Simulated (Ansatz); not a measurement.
# Fields on a plane of SnO (litharge type, space group P4/nmm)

```xyz
4
Lattice="3.7690 0.0000 0.0000 0.0000 3.7690 0.0000 0.0000 0.0000 4.5602" Properties=species:S:1:pos:R:3 pbc="T T T"
Sn     1.8845     0.0000     1.1556
Sn     0.0000     1.8845     3.4046
O      0.0000     0.0000     0.0000
O      1.8845     1.8845     0.0000
```

The slice is a (0 -1 1) plane (indices of the conventional cell) through the point (0.500, 0.000, 0.253) (fractional), spanned by u = [100] and v = [011] in vectors of this cell: u (3.77 Å) and v (5.92 Å, at 90° to u). It covers one period; positions are fractions (u, v).

Atoms on it: Sn at (0.00, 0.00); Sn at (0.50, 0.50). Other atoms lie within 1 Å of the plane.

All values below come from PBEsol-D3(BJ) (plane waves to 420 eV, PAW, scalar-relativistic; Ansatz, a quantum-chemistry and plane-wave program). k mesh 12×12×10. Inside the PAW spheres the values are not all-electron values, and peaks at nuclei hang on which shells count as valence. SnO was relaxed with its symmetry unable to fall. The PAW data are Ansatz's earlier set.

```
|@@@@%%##++==--::::::::::::::--==++##%%@@|
|@@%%%%##++----------------------++##%%%%|
|%%####++==------==========------==++####|
|****++==--------====++====--------==++**|
|====----::::----====++====----::::----==|
|------::::::::--==========--::::::::----|
|----::::::::::----======----::::::::::--|
|------::::..::::----------::::..::::----|
|====----::::::::::------::::::::::----==|
|++====--::::::::::------::::::::::--====|
|++++==----::::------==------::::----==++|
|++++==--------==++++**++++==--------==++|
|======------==++**######**++==------====|
|==----------++**%%%%@@%%%%**++----------|
|------::--==++##%%@@@@@@%%##++==--::----|
|::::::::--==**##@@@@@@@@@@##**==--::::::|
|......::::==**##%%@@@@@@%%##**==::::....|
|    ....::--++##%%@@@@@@%%##++--::....  |
|      ..::--==**####%%####**==--::..    |
|      ....::--==++******++==--::....    |
|        ..::::--==========--::::..      |
|        ....::::----------::::....      |
|      ........::::::::::::::........    |
|........................................|
|::::::..........          ..........::::|
|------::::....              ....::::----|
|====----::::..              ..::::----==|
|****++==--::....          ....::--==++**|
|%%####++==--::..          ..::--==++####|
|@@%%%%##++--::....      ....::--++##%%%%|
|@@@@%%##**==::::..........::::==**##%%@@|
|@@@@@@##**==--::::::::::::::--==**##@@@@|
```
Scale: ten equal steps from -1.22 (start of ' ') to 1.11 (end of '@'), in the order ' .:-=+*#%@'. Values: log₁₀ of the valence density in e/Å³. The map has 20 points along u (two characters each, u = 0 at the left) and 32 along v (v = 0 in the bottom row). The scale is logarithmic, as a density can span decades between atoms and voids.

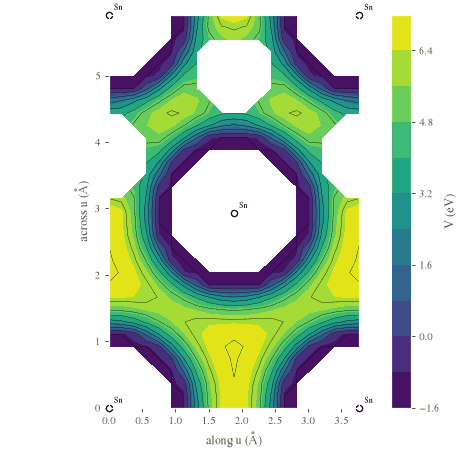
*Electrostatic potential energy of an electron, from the cell's mean, in eV, one period of the plane, atoms marked. Points within 0.9 Å of a nucleus are left white, as the pseudised field means little there. Values under -1 eV are set to -1. The zero, the cell's mean, hangs on the PAW cores.*
